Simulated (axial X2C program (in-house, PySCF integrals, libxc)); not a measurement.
## Diatomic calculation in the non-relativistic limit for WMg⁻

- system: WMg⁻, single determinant with M_S = 5/2 and |Λ| = 0.
- method: r2SCAN0, spin-free X2C-1e, speed of light times 100, W dyall-av3z, Mg dyall-av3z (cores contracted) (axial X2C program (in-house, PySCF integrals, libxc))

### Input
```
{"zs": [74, 12], "q": -1, "bas": ["dyall-av3z", "dyall-av3z"], "levels": ["PBE0", "HF", "r2SCAN", "r2SCAN0"], "cc": false, "r0": 2.76, "npts": 10, "nst": 2, "ntry": 6, "opt": {"cfac": 100}}
```

The line is the task of a batch: nuclear charges, charge, bases, the levels to run, a first guess of the distance and further settings. This report covers r2SCAN0 without spin-orbit coupling. The log is that of the reference distance 3.164 Å.

Hardware: 1 thread of Arm Neoverse N1, 98 GiB of memory available, shared host.

The run was one of a batch that the task file lists, launched with:
```bash
python <driver script> task.json out
```

### The program's output
```
spin-free X2C-1e  r2SCAN0
basis functions 244  fitting functions 1283  grid points 5082
iter        total energy     max residual
   1     -15491.623675587     7.28e-02
   2     -15491.626612272     4.98e-03
   3     -15491.626236178     9.09e-03
   4     -15491.627045974     2.97e-04
   5     -15491.627064068     2.12e-04
   6     -15491.627071420     1.65e-04
   7     -15491.627075092     3.94e-05
   8     -15491.627075950     2.53e-05
   9     -15491.627076052     1.01e-05
  10     -15491.627076086     5.72e-06
  11     -15491.627076095     2.74e-06
  12     -15491.627076100     1.86e-06
  13     -15491.627076104     1.82e-06
  14     -15491.627076108     1.85e-06
  15     -15491.627076114     1.83e-06
  16     -15491.627076138     1.79e-06
  17     -15491.627076175     1.52e-06
  18     -15491.627076209     6.69e-07
  19     -15491.627076214     2.85e-07
  20     -15491.627076215     1.25e-07
converged
one-electron -21726.64609613  Coulomb 6410.62891321  exact exchange -79.83868389  xc functional -244.28870729  nuclear repulsion 148.51749788
```

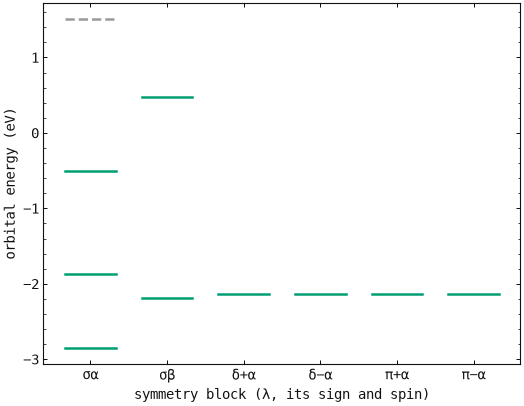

Orbital energies near the frontier at 3.16 Å, filled (solid) and empty (dashed); a label such as π−α means λ = −1 and α spin. The highest filled orbital (σβ; 55 % Mg p, 28 % W s) lies at 0.48 eV, the lowest empty one (σα; 68 % W p, 16 % Mg s) at 1.51 eV. A filled level above zero is held only by the finite basis .

### Outcome

```tsv
quantity	value
outcome	3 of 7 points not converged
largest ⟨S²⟩ along the curve	9.06
wall time	97 s
```

### What went wrong

3 of the 7 points of the curve did not converge at the level reported and have no energy. The SCF at the reference distance, whose log is shown, did converge. The curve is incomplete. Limits: the speed of light is raised 100-fold, which removes relativity, so these aren't the values of the real molecule.
